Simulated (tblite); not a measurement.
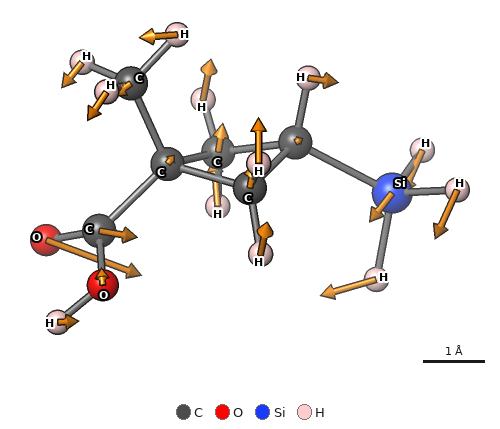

A relaxation of C₆H₁₂O₂Si. The starting structure is drawn; orange arrows show the displacements, at their true length. The two geometries are superimposed by the best rigid fit.

The picture is a ball-and-stick view, seen at a tilt.

Level of theory: GFN2-xTB geometry optimisation, gas phase in tblite 0.8.0. 

### Which element moves most?

Oxygen: up to 1.72 Å, against 0.98 Å for hydrogen.

### What did the optimiser do to the structure, and how much energy did it gain?

An O atom moves most after the best rigid fit: 1.72 Å. Largest moves by element: O 1.72 Å, H 0.98 Å, C 0.67 Å, Si 0.63 Å. Near-neighbour distances that change, for instance: C–C 1.569 → 1.510 Å, C–C 1.550 → 1.523 Å, H–Si 1.489 → 1.464 Å, C–O 1.228 → 1.203 Å. Bond angles that change, for instance: C–C–C 117.4° → 110.7°, C–O–H 103.3° → 110.1°, O–C–O 118.1° → 121.9°. Groups turn about C–C by about 50°, C–C by about 30°, C–C by about 30°. After 103 geometry steps the energy has fallen by 33.3 kJ/mol. The run took 0.88 s on 1 thread of Arm Neoverse V1, with other jobs on the host.
